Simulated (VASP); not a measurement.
# Nb3Ir under strain

Aim: follow the pressure of Nb3Ir through compression, expansion and shear. All runs use PBEsol. Left out of this account: 1 further run (fields: a reference on another mesh). The start is a cell from a database of measured crystal structures.

Calculated with VASP 6.6.1; PBEsol; plane waves and PAW (Nb_sv, Ir).

**1. The starting structure**

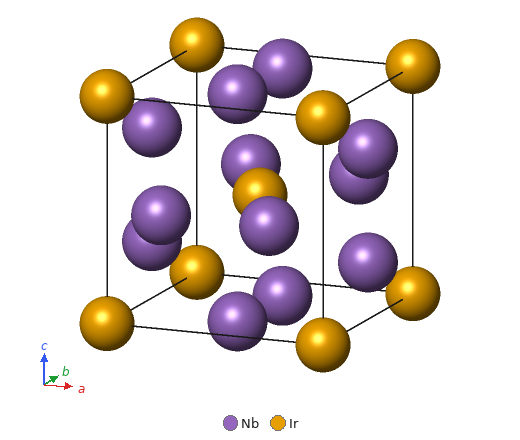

The starting structure, seen slightly off an axis (niobium purple, iridium orange). Some periodic images of atoms are drawn too.

Coordinates:

```cif
data_structure
_symmetry_space_group_name_H-M 'P 1'
_symmetry_Int_Tables_number 1
_cell_length_a 5.1340
_cell_length_b 5.1340
_cell_length_c 5.1340
_cell_angle_alpha 90.000
_cell_angle_beta 90.000
_cell_angle_gamma 90.000
_cell_volume 135.32
loop_
_atom_site_label
_atom_site_type_symbol
_atom_site_fract_x
_atom_site_fract_y
_atom_site_fract_z
_atom_site_occupancy
Nb1 Nb 0.25000 0.00000 0.50000 1
Nb2 Nb 0.50000 0.75000 0.00000 1
Nb3 Nb 0.75000 0.00000 0.50000 1
Nb4 Nb 0.50000 0.25000 0.00000 1
Nb5 Nb 0.00000 0.50000 0.75000 1
Nb6 Nb 0.00000 0.50000 0.25000 1
Ir7 Ir 0.00000 0.00000 0.00000 1
Ir8 Ir 0.50000 0.50000 0.50000 1
```

**2. Bands, cell as listed**

The mesh alone shows little of the dispersion and can miss band extrema, so KPOINTS_OPT adds a path through the symmetry points after the self-consistent cycle. PBEsol restores the gradient expansion of exchange and is tuned for the cells of solids.

INCAR

```
SYSTEM = Nb3Ir
PREC = Accurate
ENCUT = 400
EDIFF = 1E-06
NELM = 100
ISMEAR = -1
SIGMA = 0.05
LREAL = .FALSE.
ALGO = Normal
GGA = PS
NBANDS = 71
LASPH = .TRUE.
LORBIT = 11
LWAVE = .FALSE.
LCHARG = .FALSE.
KPAR = 8
```

POSCAR

```
Nb3Ir
1.0
    5.1340000000      0.0000000000      0.0000000000
    0.0000000000      5.1340000000      0.0000000000
    0.0000000000      0.0000000000      5.1340000000
Nb Ir
6 2
Direct
    0.2500000000      0.0000000000      0.5000000000
    0.5000000000      0.7500000000      0.0000000000
    0.7500000000      0.0000000000      0.5000000000
    0.5000000000      0.2500000000      0.0000000000
    0.0000000000      0.5000000000      0.7500000000
    0.0000000000      0.5000000000      0.2500000000
    0.0000000000      0.0000000000      0.0000000000
    0.5000000000      0.5000000000      0.5000000000
```

KPOINTS

```
Automatic mesh
0
Gamma
6 6 6
0 0 0
```

KPOINTS_OPT

```
Line mode
12
Line-mode
Reciprocal
  0.00000000   0.00000000   0.00000000 GAMMA
  0.00000000   0.50000000   0.00000000 X

  0.00000000   0.50000000   0.00000000 X
  0.50000000   0.50000000   0.00000000 M

  0.50000000   0.50000000   0.00000000 M
  0.00000000   0.00000000   0.00000000 GAMMA

  0.00000000   0.00000000   0.00000000 GAMMA
  0.50000000   0.50000000   0.50000000 R

  0.50000000   0.50000000   0.50000000 R
  0.00000000   0.50000000   0.00000000 X

  0.50000000   0.50000000   0.00000000 M
  0.50000000   0.50000000   0.50000000 R
```

Potentials, in the order of the species: Nb_sv and Ir (PBE family, release 64).

Command:

```console
$ mpirun -np 8 vasp_std
```

Log:

```text
[banner, memory and clock lines left out]
running    8 mpi-ranks, on    1 nodes
 distrk:  each k-point on    1 cores,    8 groups
 distr:  one band on    1 cores,    1 groups

 POSCAR found type information on POSCAR NbIr
 POSCAR found :  2 types and       8 ions
|                                                                             |
|           W    W    AA    RRRRR   N    N  II  N    N   GGGG   !!!           |
|           W    W   A  A   R    R  NN   N  II  NN   N  G    G  !!!           |
|           W    W  A    A  R    R  N N  N  II  N N  N  G       !!!           |
|           W WW W  AAAAAA  RRRRR   N  N N  II  N  N N  G  GGG   !            |
|           WW  WW  A    A  R   R   N   NN  II  N   NN  G    G                |
|           W    W  A    A  R    R  N    N  II  N    N   GGGG   !!!           |
|                                                                             |
|     For optimal performance we recommend to set                             |
|       NCORE = 2 up to number-of-cores-per-socket                            |
|     NCORE specifies how many cores store one orbital (NPAR=cpu/NCORE).      |
|     This setting can greatly improve the performance of VASP for DFT.       |
|     The default, NCORE=1 might be grossly inefficient on modern             |
|     multi-core architectures or massively parallel machines. Do your        |
|     Unfortunately you need to use the default for GW and RPA                |
|     calculations (for HF NCORE is supported but not extensively tested      |
|     yet).                                                                   |
|                                                                             |

|                                                                             |
|               ----> ADVICE to this user running VASP <----                  |
|                                                                             |
|     You enforced a specific xc type in the INCAR file but a different       |
|     [... a line on the potential file left out ...]
|     I HOPE YOU KNOW WHAT YOU ARE DOING!                                     |
|                                                                             |

 LDA part: xc-table for (Slater+PW92), standard interpolation
 POSCAR, INCAR and KPOINTS ok, starting setup
 FFT: planning ... GRIDC
 FFT: planning ... GRID_SOFT
 FFT: planning ... GRID
 WAVECAR not read
 entering main loop
       N       E                     dE             d eps       ncg     rms          rms(c)
DAV:   1     0.109511628473E+04    0.10951E+04   -0.42727E+04  2896   0.118E+03
DAV:   2     0.276073305466E+01   -0.10924E+04   -0.10456E+04  3012   0.503E+02
DAV:   3    -0.846894923964E+02   -0.87450E+02   -0.81919E+02  4296   0.108E+02
DAV:   4    -0.936102379887E+02   -0.89207E+01   -0.87800E+01  4992   0.306E+01
DAV:   5    -0.940053896379E+02   -0.39515E+00   -0.39407E+00  4380   0.677E+00    0.253E+01
DAV:   6    -0.900593926864E+02    0.39460E+01   -0.95624E+00  3728   0.176E+01    0.871E+00
DAV:   7    -0.895829281755E+02    0.47646E+00   -0.47835E+00  4162   0.138E+01    0.700E+00
DAV:   8    -0.888352877190E+02    0.74764E+00   -0.16339E+00  3948   0.730E+00    0.256E+00
DAV:   9    -0.888403974569E+02   -0.51097E-02   -0.15883E-01  4144   0.199E+00    0.591E-01
DAV:  10    -0.888389019161E+02    0.14955E-02   -0.25153E-02  4226   0.799E-01    0.156E-01
DAV:  11    -0.888388952447E+02    0.66714E-05   -0.12178E-03  4712   0.150E-01    0.100E-01
DAV:  12    -0.888389403555E+02   -0.45111E-04   -0.15271E-04  3850   0.743E-02    0.270E-02
DAV:  13    -0.888389327935E+02    0.75620E-05   -0.16362E-05  4232   0.189E-02    0.168E-02
DAV:  14    -0.888389360853E+02   -0.32918E-05   -0.26035E-06  2536   0.110E-02    0.204E-03
DAV:  15    -0.888389361808E+02   -0.95533E-07   -0.40152E-07  1872   0.421E-03
   1 F= -.88838936E+02 E0= -.88818141E+02  d E =-.415900E-01
 Start KPOINTS_OPT (optional k-point list driver)
k-point batch [1-20\72]
       N       E                     dE             ncg
DAV:   1     0.738215629669E+04   -0.15642E+05     2880
DAV:   2    -0.146333466837E+05   -0.22016E+05     3005
DAV:   3    -0.163603499869E+05   -0.17270E+04     4336
DAV:   4    -0.165301720707E+05   -0.16982E+03     4960
DAV:   5    -0.165372127258E+05   -0.70407E+01     4382
DAV:   6    -0.165376015055E+05   -0.38878E+00     4912
DAV:   7    -0.165376254098E+05   -0.23904E-01     4346
DAV:   8    -0.165376268076E+05   -0.13978E-02     4400
DAV:   9    -0.165376268905E+05   -0.82894E-04     3634
DAV:  10    -0.165376268962E+05   -0.57203E-05     2705
DAV:  11    -0.165376268969E+05   -0.67077E-06     2265
[...]
k-point batch [61-72\72]
       N       E                     dE             ncg
DAV:   1     0.192100633510E+05   -0.24045E+05     1736
DAV:   2     0.586044867616E+04   -0.13350E+05     1863
DAV:   3     0.481986271313E+04   -0.10406E+04     2440
DAV:   4     0.469569961276E+04   -0.12416E+03     3073
DAV:   5     0.469182839493E+04   -0.38712E+01     2697
DAV:   6     0.469162952800E+04   -0.19887E+00     2936
DAV:   7     0.469162215185E+04   -0.73762E-02     2712
DAV:   8     0.469162175844E+04   -0.39341E-03     2568
DAV:   9     0.469162173739E+04   -0.21048E-04     2152
DAV:  10     0.469162173638E+04   -0.10072E-05     1720
DAV:  11     0.469162173628E+04   -0.10710E-06     1408
```

It took 3 min on 8 MPI ranks of AMD EPYC 7R43, shared host; peak memory 2.5 GiB.

Lines that name or quote the potential files are left out of all logs, and their timing lines are given in words.

OUTCAR, selected parts (step 2):

```text
ion  position               nearest neighbor table
   1  0.250  0.000  0.500-   3 2.57   3 2.57   8 2.87   7 2.87   8 2.87   7 2.87
   2  0.500  0.750  0.000-   4 2.57   4 2.57   8 2.87   8 2.87   7 2.87   7 2.87
   3  0.750  0.000  0.500-   1 2.57   1 2.57   8 2.87   7 2.87   8 2.87   7 2.87
   4  0.500  0.250  0.000-   2 2.57   2 2.57   8 2.87   8 2.87   7 2.87   7 2.87
   5  0.000  0.500  0.750-   6 2.57   6 2.57   8 2.87   7 2.87   7 2.87   8 2.87
   6  0.000  0.500  0.250-   5 2.57   5 2.57   8 2.87   7 2.87   7 2.87   8 2.87
   7  0.000  0.000  0.000-   1 2.87   2 2.87   3 2.87   4 2.87   5 2.87   6 2.87   1 2.87   3 2.87
                             5 2.87   6 2.87   2 2.87   4 2.87
   8  0.500  0.500  0.500-   1 2.87   2 2.87   3 2.87   4 2.87   5 2.87   6 2.87   2 2.87   4 2.87
                             1 2.87   3 2.87   5 2.87   6 2.87

  LATTYP: Found a simple cubic cell.
 ALAT       =     5.1340000000

 Subroutine GETGRP returns: Found 48 space group operations
 (whereof 24 operations were pure point group operations)

The static configuration has the point symmetry T_h .
 The point group associated with its full space group is O_h .

 Found     20 irreducible k-points:

   k-points           NKPTS =     20   k-points in BZ     NKDIM =     20   number of bands    NBANDS=     71

   dimension x,y,z NGX =    36 NGY =   36 NGZ =   36
   dimension x,y,z NGXF=    72 NGYF=   72 NGZF=   72

   ENCUT  =  400.0 eV  29.40 Ry    5.42 a.u.   8.37  8.37  8.37*2*pi/ulx,y,z

   NELECT =      96.0000    total number of electrons

 k-points in reciprocal lattice and weights: Automatic mesh
   0.00000000  0.00000000  0.00000000       0.005
   0.16666667  0.00000000  0.00000000       0.028
   0.33333333  0.00000000  0.00000000       0.028
   0.50000000  0.00000000  0.00000000       0.014
   0.16666667  0.16666667  0.00000000       0.056
   0.33333333  0.16666667  0.00000000       0.111
   0.50000000  0.16666667  0.00000000       0.056
   0.33333333  0.33333333  0.00000000       0.056
   0.50000000  0.33333333  0.00000000       0.056
[...]
0.50000000  0.50000000  0.33333333       0.028
   0.50000000  0.50000000  0.50000000       0.005

 average (electrostatic) potential at core
       1 -77.0315       2 -77.0315       3 -77.0315       4 -77.0315       5 -77.0315
       6 -77.0315       7 -47.1729       8 -47.1729

 E-fermi :  11.2029

 k-point     1 :       0.0000    0.0000    0.0000
  band No.  band energies     occupation
    ...
     45       9.8334      2.00000
     46       9.8334      2.00000
     47      10.2945      2.00000
     48      10.2945      2.00000
     49      10.2945      2.00000
     50      11.8380      0.00001
     51      11.8380      0.00001
     52      12.1516      0.00000
     53      12.1516      0.00000
     54      12.1516      0.00000
    ...

 k-point     2 :       0.1667    0.0000    0.0000
  band No.  band energies     occupation
    ...
     45       9.8086      2.00000
     46       9.9683      2.00000
     47      10.0483      2.00000
     48      10.4742      2.00000
     49      10.4742      2.00000
     50      11.5978      0.00074
     51      11.9516      0.00000
     52      12.1080      0.00000
     53      12.1174      0.00000
     54      12.1174      0.00000
    ...

 k-point     3 :       0.3333    0.0000    0.0000
  band No.  band energies     occupation
    ...
     46      10.5786      1.99999
     47      10.7636      1.99969
     48      10.7636      1.99969
     49      10.8254      1.99895
     50      11.2338      0.70053
     51      11.8340      0.00001
     52      11.8340      0.00001
     53      11.8943      0.00000
     54      12.1844      0.00000
     55      13.8690      0.00000
    ...

  Total       -3.2668595     -3.2668595     -3.2668595     -0.0000000      0.0000000     -0.0000000
  in kB      -38.6788404    -38.6788404    -38.6788404     -0.0000000      0.0000000     -0.0000000
  external PRESSURE =     -38.6788404 kB  Pullay stress =       0.0000000 kB

  energy-cutoff  :      400.00
  volume of cell :      135.32
      direct lattice vectors                 reciprocal lattice vectors
     5.134000000  0.000000000  0.000000000     0.194779899  0.000000000  0.000000000
     0.000000000  5.134000000  0.000000000     0.000000000  0.194779899  0.000000000
     0.000000000  0.000000000  5.134000000     0.000000000  0.000000000  0.194779899

 POSITION                                       TOTAL-FORCE (eV/Angst)
 -----------------------------------------------------------------------------------
      1.28350      0.00000      2.56700         0.000000     -0.000000     -0.000000
      2.56700      3.85050      0.00000        -0.000000      0.000000     -0.000000
      3.85050      0.00000      2.56700        -0.000000      0.000000     -0.000000
      2.56700      1.28350      0.00000         0.000000     -0.000000      0.000000
      0.00000      2.56700      3.85050        -0.000000      0.000000      0.000000
      0.00000      2.56700      1.28350         0.000000     -0.000000      0.000000
      0.00000      0.00000      0.00000         0.000000      0.000000      0.000000
      2.56700      2.56700      2.56700         0.000000      0.000000      0.000000
 -----------------------------------------------------------------------------------
    total drift:                                0.000000      0.000000     -0.000000

  FREE ENERGIE OF THE ION-ELECTRON SYSTEM (eV)
  ---------------------------------------------------
  free  energy   TOTEN  =       -88.8389361808 eV

  energy  without entropy=      -88.7973461852  energy(sigma->0) =      -88.81814118

 total charge
# of ion       s       p       d       tot
------------------------------------------
    1        2.217   6.025   2.472  10.714
    2        2.217   6.025   2.472  10.714
    3        2.217   6.025   2.472  10.714
    4        2.217   6.025   2.472  10.714
    5        2.217   6.025   2.472  10.714
    6        2.217   6.025   2.472  10.714
    7        0.752   0.730   6.862   8.344
    8        0.752   0.730   6.862   8.344
--------------------------------------------------
tot         14.809  37.607  28.558  80.974

[... 3 further parts left out ...]
```

Spin-orbit coupling is off here; with elements this heavy it splits and shifts levels by tenths of an eV or more. The PAW data sets were made with PBE, which is usual practice but a small mismatch for other functionals. At this level the cell is under a tension of 3.9 GPa, so at these settings it is away from equilibrium.

Numbers from this step:

```
SCF cycles              : 15
electrons               : 96
bands                   : 71
irreducible k-points    : 20
symmetry operations     : 48
free energy (TOTEN)     : -88.8389 eV
energy at zero smearing : -88.8181 eV
Fermi energy            : 11.20 eV
pressure                : -3.868 GPa
metallic                : yes
```

The electronic bands at the labelled points (eV, zero at the Fermi level; # counts the bands kept, so #1 is VASP's band 25):

| point | #21 | #22 | #23 | #24 | #25 | #26 | #27 | #28 |
| --- | --- | --- | --- | --- | --- | --- | --- | --- |
| Γ | -1.37 | -1.37 | -0.91 | -0.91 | -0.91 | 0.64 | 0.64 | 0.95 |
| X | -0.49 | -0.49 | -0.30 | -0.30 | 0.15 | 0.15 | 0.35 | 0.35 |
| M | -1.08 | -0.15 | -0.15 | -0.12 | -0.12 | 0.82 | 1.17 | 1.38 |
| Γ | -1.37 | -1.37 | -0.91 | -0.91 | -0.91 | 0.64 | 0.64 | 0.95 |
| R | -0.70 | -0.70 | -0.70 | -0.70 | 1.27 | 1.27 | 1.27 | 1.27 |
| X | -0.49 | -0.49 | -0.30 | -0.30 | 0.15 | 0.15 | 0.35 | 0.35 |
| jump to M | -1.08 | -0.15 | -0.15 | -0.12 | -0.12 | 0.82 | 1.17 | 1.38 |
| R | -0.70 | -0.70 | -0.70 | -0.70 | 1.27 | 1.27 | 1.27 | 1.27 |

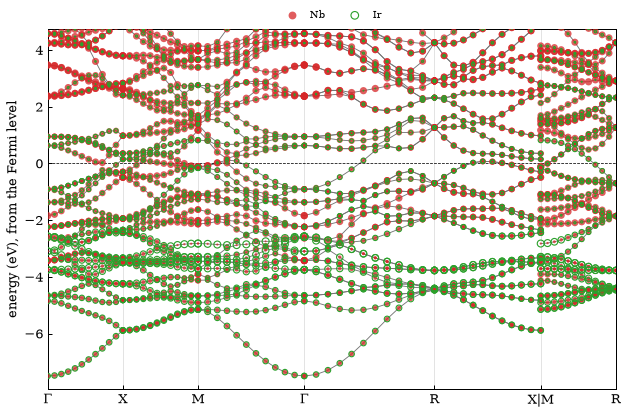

Electronic bands along the path; dots are coloured as in the legend, and their area grows with the weight.

There is no gap at this level.

(Part 1 of 4 ends here.)

[Lines on the potential files, build, host, timing and source positions are cut from VASP's logs without a mark.]

[Logs are printed without paths, hosts, clocks, repeated set-up lines and the standing remarks that a program may print on its own settings, such as how far it seeks lower states.]

[Hosts, paths, dates, database ids (printed as entryN), source tags and the programs' standing remarks are cut or masked in the printed files.]

[A measured line is paired with the nearest computed mode of its activity, which favours agreement.]
